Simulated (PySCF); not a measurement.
ClGe₃H₇

```xyz
11

Cl   -0.1119   -2.6427   -0.6310
Ge   -0.1641   -0.5257   -0.6516
Ge    2.0715    0.3147   -0.2865
Ge   -1.9448    0.2293    0.7950
H    -0.5609   -0.1926   -2.1052
H     3.0720   -0.2347   -1.2605
H     2.1687    1.8083   -0.4079
H     2.6244   -0.0040    1.0726
H    -3.2776   -0.3679    0.4497
H    -2.1460    1.7169    0.7554
H    -1.7258   -0.0988    2.2441
```

Geometry: GFN2-xTB.

These are results of B3LYP/def2-SVPD, SCF density, gas phase (PySCF), not measurements.

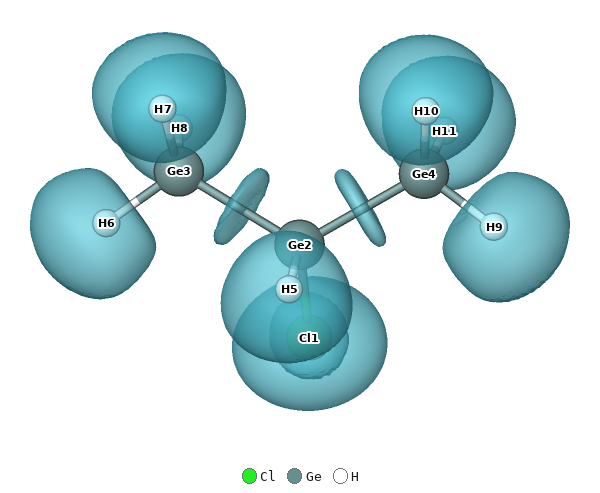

Figure 1. Isosurface of the ELF at 0.75 (cyan), seen across its widest extent. Core shells and regions of very low density are left out.

Question: Where are the electrons localised?

Answer: The ELF exceeds this value in two regions between bonded Ge–Ge atoms (shared pairs), seven regions around hydrogen nuclei and one region wrapped around Cl (its valence shell).


Ge–Cl (2.12 Å): the ELF peaks at about 0.85 in the valence shell of Cl, 0.8 Å from its nucleus, and is about 0.65 at the midpoint. Ge–Ge (2.42 Å): the ELF peaks at about 0.85 between the atoms: a shared electron pair.

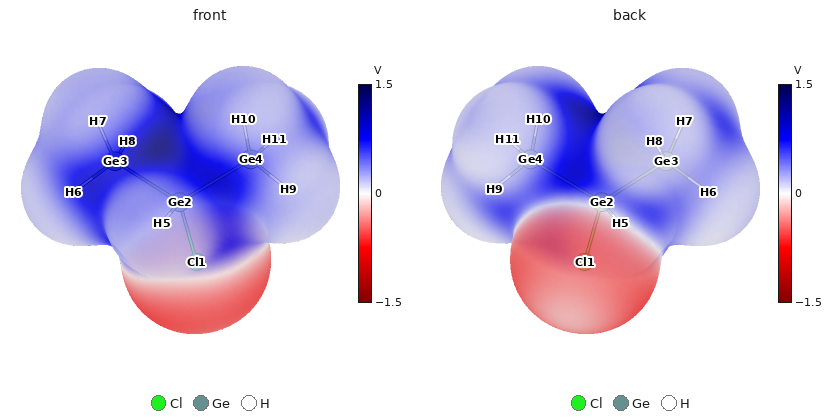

Figure 2. The molecular electrostatic potential painted on the density surface at 0.001 e/bohr³, seen from the front and from behind; red is negative and blue positive.

Question: Where is the surface potential most negative and most positive?

Answer: The most negative region (about −0.5 V) lies over Cl1, the most positive (about +1.2 V) over Ge2, Ge3 and Ge4.

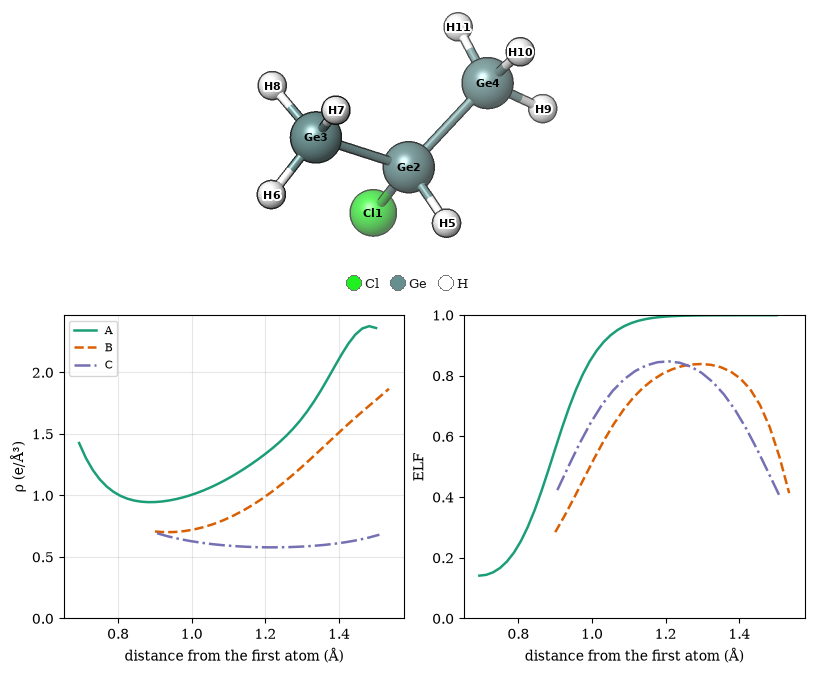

Figure 3. Electron density and electron localisation function along straight lines between neighbouring atoms. The curves leave out the atomic cores. The structure is drawn too.

Question: Which curve belongs to which contact (Ge–Cl, Ge–Ge and Ge–H)? The first atom named is at distance zero.

Answer: Curve A: Ge–H (1.50 Å): ρ is about 1.1 e/Å³ halfway; the ELF climbs to about 1 towards the hydrogen. Curve B: Ge–Cl (2.12 Å): ρ is about 0.77 e/Å³ halfway; the ELF peaks at about 0.85 in the valence shell of Cl, 0.8 Å from its nucleus, and is about 0.65 at the midpoint. Curve C: Ge–Ge (2.42 Å): the density is about 0.58 e/Å³ at the midpoint; the ELF peaks at about 0.85 between the atoms (localised, covalent bonding).
